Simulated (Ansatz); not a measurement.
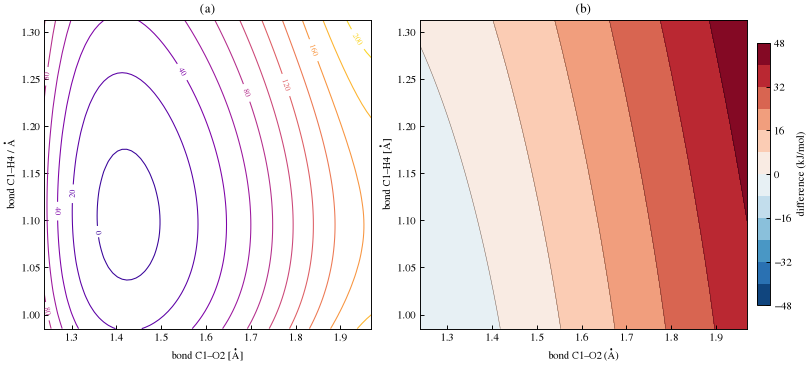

CH4GeO, SMILES C[O][GeH]. Two internal coordinates are moved rigidly from the geometry relaxed at PBE0-D4/def2-TZVP, all others fixed. First axis: bond C1–O2. Second axis: bond C1–H4. The scan uses a 5 × 5 grid. Points are written as (first, second). Energies: kJ/mol, counted from each map's own lowest point. Theory: Ansatz 0.2.0, RKS PBE-D4/def2-TZVPP.

Panel (a): Ansatz, RKS PBE-D4/def2-TZVPP. Panel (b): the map at RKS PBE0-D4/def2-TZVPP in Ansatz 0.2.0 less the map of (a), each from its own lowest point.

Q: How does the change of method alter the landscape?

A: The difference runs from −8 kJ/mol at (1.238 Å, 0.985 Å) to 46 kJ/mol at (1.969 Å, 1.313 Å). The interpolated minimum moves from 1.4236 to 1.4082 Å in bond C1–O2 and 1.1007 to 1.0932 Å in bond C1–H4.
